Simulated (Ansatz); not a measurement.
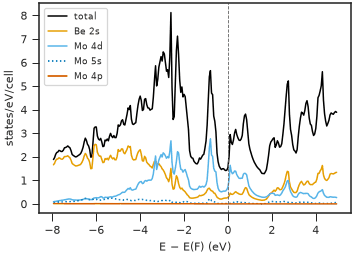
Figure: Total and projected density of states of Be12Mo in space group I4/mmm (No. 139; Be on 8j, Be on 8i, Be on 8f, Mo on 2a), PBEsol (plane waves, PAW; program Ansatz)

Which orbitals carry the states next to the Fermi level?

Within 0.5 eV of the Fermi level: Mo 4d 44 %, Be 2s 16 %, outside the projected shells 39 %. Projections are on Löwdin-orthogonalised atomic valence shells; empty p or d shells of many metals are not among them.

Where is the tallest occupied peak in this window, and what makes it?

Near -2.6 eV, about 8.1 states/eV per cell; the largest projected share is Mo 4d.

The start of the workflow was typed in or built on a structure type; neither database checked (COD, Materials Project) lists it. Its standing as an ambient phase is unchecked. The cell was relaxed with PBEsol under the symmetry of its start; of distortions, only those at the zone centre were tested. The run is not spin-polarised. Spin–orbit coupling is left out wherever it is not named.

Potentials: the later of the program's two PAW sets.
